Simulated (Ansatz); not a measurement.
# Fields on a plane of AgCl (rock salt)

```xyz
2
Lattice="0.0000 2.7237 2.7237 2.7237 0.0000 2.7237 2.7237 2.7237 0.0000" Properties=species:S:1:pos:R:3 pbc="T T T"
Cl     0.0000     0.0000     0.0000
Ag     2.7237     2.7237     2.7237
```

The slice is a {100} plane (indices of the conventional cell) through the point (0.000, 0.000, 0.000) (fractional), spanned by u = [100] and v = [0 1 -1] in vectors of this cell: u (3.85 Å) and v (3.85 Å, at 90° to u). It covers one period; positions are fractions (u, v).

Atoms on it: Cl at (0.00, 0.00); Ag at (0.50, 0.50).

Method: PBEsol (plane waves to 420 eV, PAW, scalar-relativistic; Ansatz, a program for electronic structure). k mesh 10×10×10. These are valence fields of a PAW run, semicore shells included where kept as valence: close to a nucleus they are smooth pseudo fields. AgCl was relaxed with its symmetry unable to fall.

```
|35677776655544444444455566777765|
|66777776655544444444455566777776|
|77777766655544444444455566677777|
|77777766655544444444455566677777|
|77777666555555555555555556667777|
|77766666555555555555555556666677|
|66666665555555556555555555666666|
|66666555555566666666655555556666|
|65555555555666777776665555555555|
|55555555556677788877766555555555|
|55555555566778888888776655555555|
|44444555667788899988877665554444|
|44444555667889999999887665554444|
|44444555677889999999887765554444|
|44444555678899999999988765554444|
|44444556678899999999988766554444|
|44444555678899999999988765554444|
|44444555677889999999887765554444|
|44444555667889999999887665554444|
|44444555667788899988877665554444|
|55555555566778888888776655555555|
|55555555556677788877766555555555|
|65555555555666777776665555555555|
|66666555555566666666655555556666|
|66666665555555556555555555666666|
|77766666555555555555555556666677|
|77777666555555555555555556667777|
|77777766655544444444455566677777|
|77777766655544444444455566677777|
|66777776655544444444455566777776|
|35677776655544444444455566777765|
|03677776665544444444455666777763|
```
Scale: ten equal steps from -3.00 (start of '0') to 1.32 (end of '9'), in the order '0123456789'. Values: log₁₀ of the valence density in e/Å³. The map has 32 points along u (one character each, u = 0 at the left) and 32 along v (v = 0 in the bottom row). The scale is logarithmic, as a density can span decades between atoms and voids; values under 0.001 e/Å³ are set to 0.001.

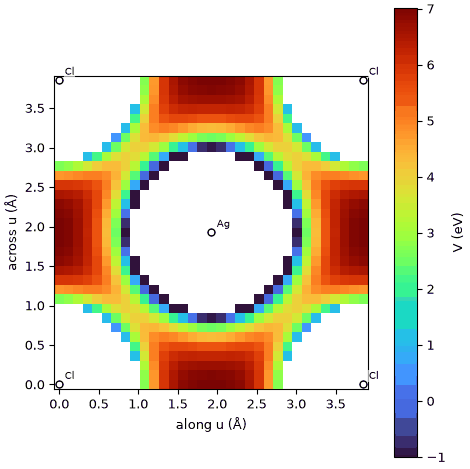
Fig. 1. Electrostatic potential energy of an electron, from the cell's mean, in eV, one period of the plane, atoms marked. Points within 1 Å of a nucleus are left white, as the pseudised field means little there. Values under -1 eV are set to -1. The zero, the cell's mean, hangs on the PAW cores.
